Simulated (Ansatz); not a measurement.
Input

```
crystal:
  lattice:
    - [3.3117722126, 0.0, 0.0]
    - [0.0, 3.3117722126, 0.0]
    - [0.0, 0.0, 3.3117722126]
  atoms:
    - { symbol: Be, position: [0.0, 0.0, 0.0] }
    - { symbol: Sn, position: [0.5, 0.5, 0.5] }
basis:
  ecutwfc: 420
kpoints:
  mp_grid: { grid: [16, 16, 16] }
hamiltonian:
  xc: pbe
scf:
  occupations: { method: gaussian, width: 0.1 }
output:
  forces: true
  stress: true
  eigenvalues: true
  write_density: true
  write_potential: true
  elf: true
  volumetric_format: npy
relax:
  adjacent_minimum: "off"
  f_tol: 0.01
  max_steps: 80
  cell: { stress_tol: 0.05 }
```

Launched as:

```sh
ansatz run input.yaml --threads 1 --pin off --max-ram 2560MiB --backend cpu --events-out ev --progress --plain --runs-dir out
```

Below, planes, directions and counts refer to the conventional cell (a = 3.32 Å, b = 3.32 Å, c = 3.32 Å, α = 90.00°, β = 90.00°, γ = 90.00°).

The fields are those of the relaxed geometry.

Space group Pm-3m; started from the caesium chloride_221 prototype, which need not be the ambient phase.

All numbers below come from DFT PBE, scalar-relativistic, plane waves, PAW in Ansatz 0.2.0.

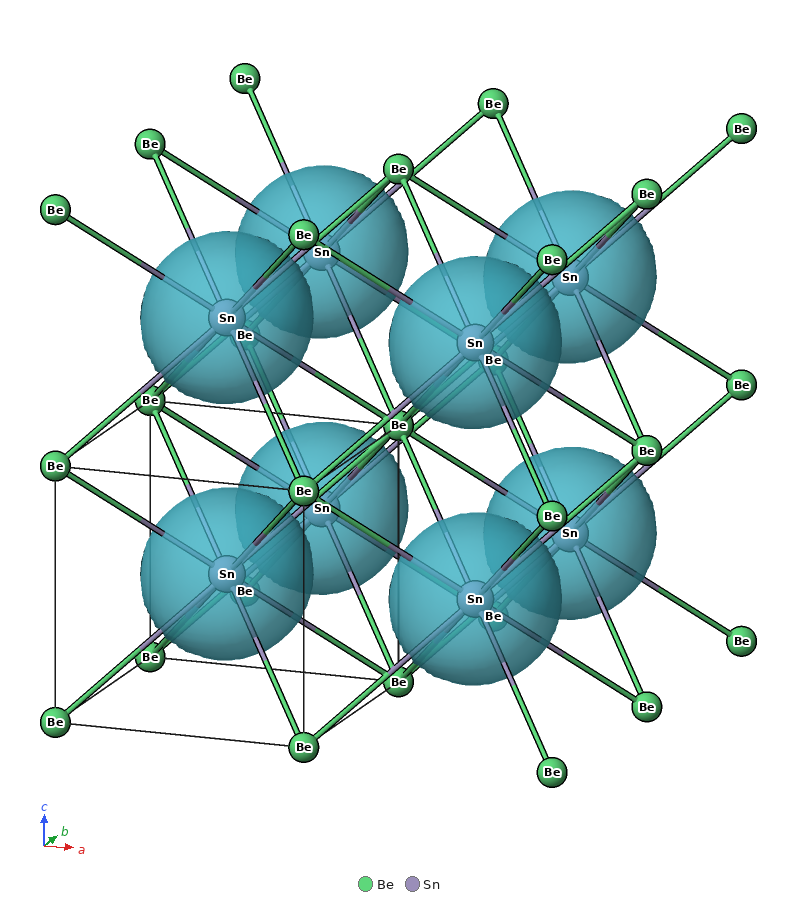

BeSn. Isosurface of the valence pseudo-density at 0.4 e/Å³ (cyan), seen slightly off an axis. Sticks mark near contacts.

### How is the density connected at this value?

At this value the density breaks into separate islands; it holds about 65 % of the electrons treated as valence (semicore included). It bridges none of the near contacts. It is pinched off along the shortest Be–Sn (2.87 Å) contacts. On the grid the lowest density along these lines, outside the cores, is 0.17 e/Å³ (Be–Sn, 2.87 Å).
